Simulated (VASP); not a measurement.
Band structure of Pt (fcc). Computed with MS2 meta-GGA, VASP's PBE PAW potentials (set 64) (plane waves; VASP).

Unless said otherwise, spin-orbit coupling is left out, though it shifts the bands of the heavy elements here.

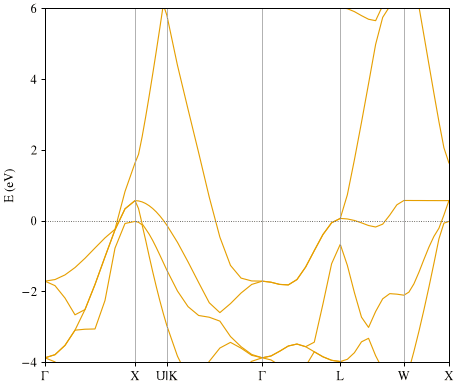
Figure: Bands along high-symmetry lines, zero at the valence-band maximum or, without a gap, the Fermi level

**Question.** Read the plot: is there a gap, and where are the band edges?

**Answer.** It has no gap at this level: it comes out as a metal or semimetal.

The compound is Pt in the fcc structure. It was relaxed first.
